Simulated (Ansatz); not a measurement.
Base system: ZnO in the wurtzite structure (space group P6_3mc, No. 186; a = 3.2352 Å, c = 5.2114 Å). Axes: x lies along a and z along c of the hexagonal cell.

Now apply this change: the cell is stretched by 0.31 % along z with no lateral relaxation; the atoms relax in the strained cell.

All numbers come from DFT with r2SCAN, PAW potentials and a 500 eV plane-wave cutoff in Ansatz (a first-principles code), no SOC.

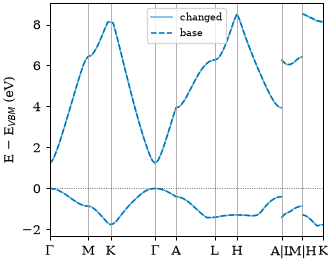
*Highest valence and lowest conduction band along the path, each from its own valence-band maximum*

The gap is 1.23 eV, direct at Γ; the base has 1.24 eV.

Whether these cells are dynamically stable was not tested.
